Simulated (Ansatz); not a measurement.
**C2H6Si (SMILES C[Si]C) at BLYP/6-311+G(d,p)**

Aim: the energy change on altering one bond length of C2H6Si at BLYP/6-311+G**, from 2 runs. 

The calculation is run with Ansatz 0.2.0.

34 further runs of the same task are left out: 34 set aside as unsound or not needed.

## Step 1: The system as given

C2H6Si: 9 atoms, total charge 0, spin state singlet. As SMILES, `C[Si]C`. Geometry: relaxed at PBE0-D4/def2-TZVP.

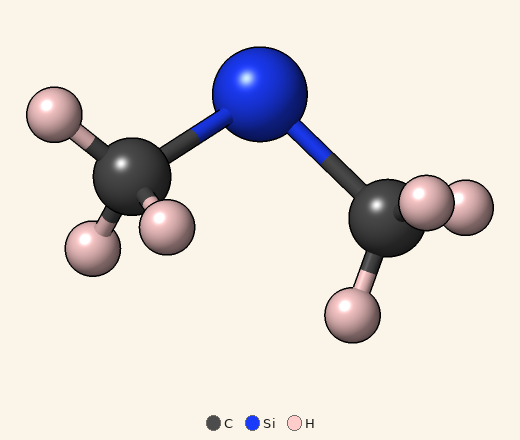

Viewed from a chosen angle; carbon dark grey, silicon blue, hydrogen pink.

## Step 2: The energy at BLYP/6-311+G(d,p)

in.yaml reads:

```yaml
crystal:
  periodic: [false, false, false]
  atoms:
    - symbol: C
      position_ang: [-0.527400, 1.047300, -0.805300]
    - symbol: Si
      position_ang: [0.896800, -0.199700, -0.912800]
    - symbol: C
      position_ang: [0.601900, -1.069400, 0.746000]
    - symbol: H
      position_ang: [-1.430700, 0.480400, -1.082200]
    - symbol: H
      position_ang: [-0.439700, 1.875000, -1.511000]
    - symbol: H
      position_ang: [-0.703500, 1.436700, 0.202600]
    - symbol: H
      position_ang: [-0.455600, -1.193000, 1.001000]
    - symbol: H
      position_ang: [1.117900, -2.026600, 0.837300]
    - symbol: H
      position_ang: [1.028800, -0.397000, 1.507100]
basis:
  gaussian: {orbitals: 6-311+G_st__st_-spherical.json}
output: {orbitals: {seedname: orbitals}}
accuracy: high
hamiltonian: {xc: {name: BLYP}}
```

The basis set 6-311+G** is read from a file made from the Basis Set Exchange's data (not shown).

Run with:

```sh
$ ansatz run in.yaml --threads 1 --pin off --max-ram 3480MiB --events-out events.jsonl --progress --plain --runs-dir runs
```

The program printed:

```text
Warning: RAYON_NUM_THREADS=1 ignored (pool sized by the plan → 1); use --threads N
Functional definition: BLYP
  name "BLYP"
  parameter beta = 0.0042
  parameter a = 0.04918
  parameter b = 0.132
  parameter c = 0.2533
  parameter d = 0.349
  exchange = b88_x(beta = beta)
  correlation = lyp_c(a = a, b = b, c = c, d = d)
2140 factors; integrals over basis functions are off by at most 4.3e-9 eV
mean field evaluation 1: about -10027.3467 eV, gradient 9.4e1 eV
mean field evaluation 2: about -9979.0658 eV, gradient 1.4e2 eV
mean field evaluation 4: about -10047.5275 eV, gradient 6.4e0 eV
mean field evaluation 8: about -10047.6560 eV, gradient 9.2e-2 eV
mean field evaluation 16: about -10047.6561 eV, gradient 6.4e-6 eV
mean field -10047.65605397 eV, -369.2445494376 hartree, gradient 7.8e-8 eV, S^2 0.000000; 0 other end points of the search recorded, 0 dependent functions left out
reference -10047.65610886 eV, -369.2445514548 hartree; 16, 16 occupied and 94, 94 virtual orbitals, 2140 factors
Total energy: -10047.65610886 eV, -369.2445514548 hartree
```

Wall time 6.3 s (1 thread of Arm Neoverse V2, shared host); peak memory 0.29 GiB.

## Step 3: The distorted shape

input.yaml reads:

```yaml
crystal:
  periodic: [false, false, false]
  atoms:
    - {symbol: C, position_ang: [-0.655451, 0.845610, -1.033597]}
    - {symbol: Si, position_ang: [0.768749, -0.401390, -1.141097]}
    - {symbol: C, position_ang: [0.473849, -1.271090, 0.517703]}
    - {symbol: H, position_ang: [-1.558751, 0.278710, -1.310497]}
    - {symbol: H, position_ang: [-0.567751, 1.673310, -1.739297]}
    - {symbol: H, position_ang: [-0.831551, 1.235010, -0.025697]}
    - {symbol: H, position_ang: [-0.583651, -1.394690, 0.772703]}
    - {symbol: H, position_ang: [0.989849, -2.228290, 0.609003]}
    - {symbol: H, position_ang: [1.028800, -0.397000, 1.507100]}
basis:
  gaussian:
    orbitals: 6-311+G_st__st_-spherical.json
total_charge: 0
hamiltonian:
  xc: {name: BLYP}
accuracy: high
output: {orbitals: {seedname: orbitals}}
```

The basis set 6-311+G** is read from a file made from the Basis Set Exchange's data (not shown).

Run with:

```sh
$ ansatz run input.yaml --threads 1 --pin off --max-ram 3480MiB --events-out events.jsonl --progress --plain --runs-dir runs
```

The program printed, cut to the lines that bear on the results:

```text
Warning: RAYON_NUM_THREADS=1 ignored (pool sized by the plan → 1); use --threads N
[... 9 set-up lines as earlier in the session ...]
2155 factors; integrals over basis functions are off by at most 5.1e-9 eV
mean field evaluation 1: about -10026.4517 eV, gradient 9.3e1 eV
mean field evaluation 2: about -9965.9543 eV, gradient 1.4e2 eV
mean field evaluation 4: about -10046.6686 eV, gradient 6.5e0 eV
mean field evaluation 8: about -10046.8004 eV, gradient 3.0e-1 eV
mean field evaluation 16: about -10046.8007 eV, gradient 1.3e-5 eV
mean field -10046.80071059 eV, -369.2131161480 hartree, gradient 3.6e-8 eV, S^2 0.000000; 0 other end points of the search recorded, 0 dependent functions left out
reference -10046.80076609 eV, -369.2131181877 hartree; 16, 16 occupied and 94, 94 virtual orbitals, 2155 factors
Total energy: -10046.80076609 eV, -369.2131181877 hartree
```

It took 6.6 s on 1 thread of Arm Neoverse V2, shared host; peak memory 0.29 GiB.

## Step 4: Outcome

At BLYP/6-311+G**:

| quantity | value |
| --- | --- |
| first shape: total energy | -369.24455 Eh |
| first shape: HOMO energy | -4.87 eV |
| first shape: LUMO energy | -2.86 eV |
| first shape: HOMO–LUMO gap | 2.00 eV |
| distorted shape: total energy | -369.21312 Eh |
| distorted shape: HOMO energy | -4.93 eV |
| distorted shape: LUMO energy | -2.92 eV |
| distorted shape: HOMO–LUMO gap | 2.01 eV |
| energy change with the C3–H9 bond stretched from 1.102 to 1.432 Å | 0.855 eV |

What this shows: With the C3–H9 bond stretched from 1.102 to 1.432 Å the energy rises by 0.86 eV (82.5 kJ/mol). The first shape isn't relaxed at this level, so the change isn't measured from a minimum.
